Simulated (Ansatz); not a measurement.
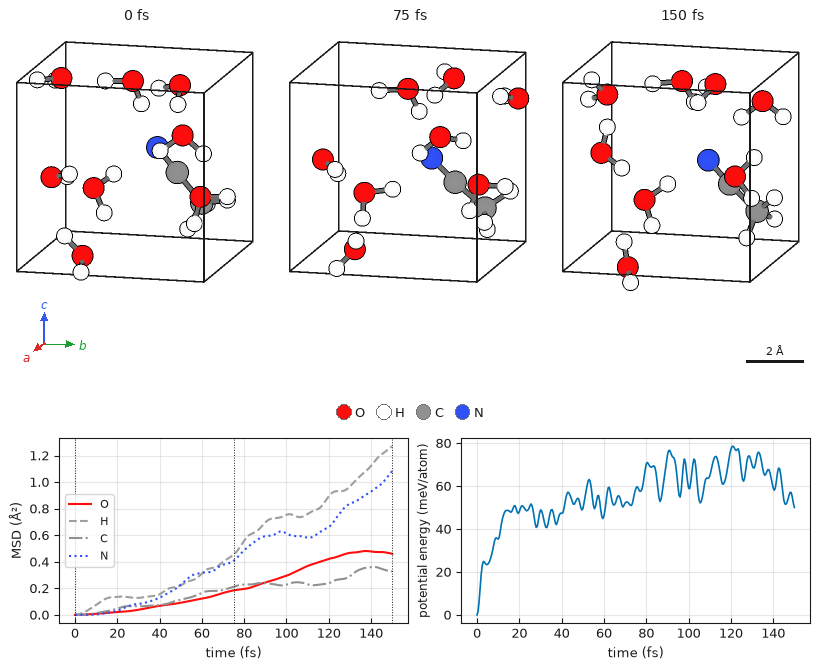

Molecular dynamics of a periodic cell with 8 H2O + 1 CH3CN at 0.94 g/cm³, 150 fs long. Frames and the history of the run. The picture is a ball-and-stick view of the simulation cell, seen slightly off an axis. Atoms that leave the cell re-enter on the other side.

Computed with DFT PBE-D3(BJ), scalar-relativistic, plane waves, PAW (Ansatz). Settings: plane-wave cutoff 420 eV; k-point mesh 1 × 1 × 1; Fermi-Dirac smearing 0.05 eV; Langevin thermostat (NVT); set temperature 700 K; time step 0.5 fs; friction 0.02 per fs.

The input:
```yaml
crystal:
  lattice:
    - [6.889419, 0.0, 0.0]
    - [0.0, 6.889419, 0.0]
    - [0.0, 0.0, 6.889419]
  atoms:
    - { symbol: O, position: [0.91644638, 0.16069046, 0.4867471] }
    - { symbol: H, position: [0.99000046, 0.27558877, 0.52525903] }
    - { symbol: H, position: [0.78325392, 0.20939557, 0.4639401] }
    - { symbol: O, position: [0.3132473, 1.05591681, 0.87644224] }
    - { symbol: H, position: [0.19219385, 0.99305867, 0.83577839] }
    - { symbol: H, position: [0.41366404, 0.95384621, 0.88266551] }
    - { symbol: O, position: [0.3323832, 0.44318257, 0.88641394] }
    - { symbol: H, position: [0.28265796, 0.47546011, 0.75722005] }
    - { symbol: H, position: [0.34522243, 0.2991153, 0.88150876] }
    - { symbol: O, position: [0.59080595, 0.76189142, 0.93776755] }
    - { symbol: H, position: [0.71100502, 0.78215696, 0.86233826] }
    - { symbol: H, position: [0.53603201, 0.63448698, 0.90298167] }
    - { symbol: O, position: [0.52982962, 0.85562542, 0.33922634] }
    - { symbol: H, position: [0.51991031, 0.99615154, 0.34590604] }
    - { symbol: H, position: [0.5614051, 0.83096888, 0.20284981] }
    - { symbol: O, position: [0.93124177, 0.33090686, 0.08349702] }
    - { symbol: H, position: [0.9572185, 0.24110868, 0.18953644] }
    - { symbol: H, position: [1.05830326, 0.35533786, 0.02575526] }
    - { symbol: O, position: [-0.05710289, 0.8681101, 0.75325268] }
    - { symbol: H, position: [-0.00800718, 0.76040755, 0.67633347] }
    - { symbol: H, position: [-0.08229626, 0.9729098, 0.6564883] }
    - { symbol: O, position: [0.5565806, 0.29216163, 0.35923625] }
    - { symbol: H, position: [0.45696091, 0.37347834, 0.41750915] }
    - { symbol: H, position: [0.59422895, 0.35811911, 0.2401702] }
    - { symbol: C, position: [0.09799215, 0.74972033, 0.2077367] }
    - { symbol: C, position: [0.13609433, 0.62868349, 0.37080485] }
    - { symbol: "N", position: [0.16546757, 0.53030442, 0.50410823] }
    - { symbol: H, position: [-0.05578385, 0.73856894, 0.17007919] }
    - { symbol: H, position: [0.14306799, 0.89807985, 0.24118307] }
    - { symbol: H, position: [0.18438961, 0.69683808, 0.08570012] }
basis:
  ecutwfc: 420.0
kpoints:
  mp_grid: { grid: [1, 1, 1] }
hamiltonian:
  xc: pbe
  dispersion: d3bj
scf:
  occupations: { method: fermi_dirac, width: 0.05 }
  lower_state_search: "off"
md:
  timestep: 0.5
  n_steps: 300
  ensemble: nvt_langevin
  temperature: 700.0
  initial_velocities: maxwell_boltzmann
  seed: 350756
  friction: 0.02
```

Command:
```bash
ansatz run input.yaml --threads 1 --pin off --max-ram 3072MiB --backend cpu --events-out ev --progress --plain --runs-dir out
```

> What happens in this trajectory?

Over the second half the temperature averages 601 K (spread ±59 K). The potential energy in the second half lies on average 65.6 meV per atom above the first frame. Root-mean-square distances from the starting positions over the second half, with the common drift of all atoms taken out: H 0.92 Å, N 0.83 Å, O 0.60 Å, C 0.52 Å. The heavy atoms stay within a fraction of a molecule's size of their starting places; so short a run doesn't tell a liquid from a solid.

Limits of the set-up: the periodic images lie only 6.9 Å apart, so the values are limited by the cell's size.

Cost: 7.6 min on 1 thread of Arm Neoverse V2 (shared host), peak memory 0.39 GiB.
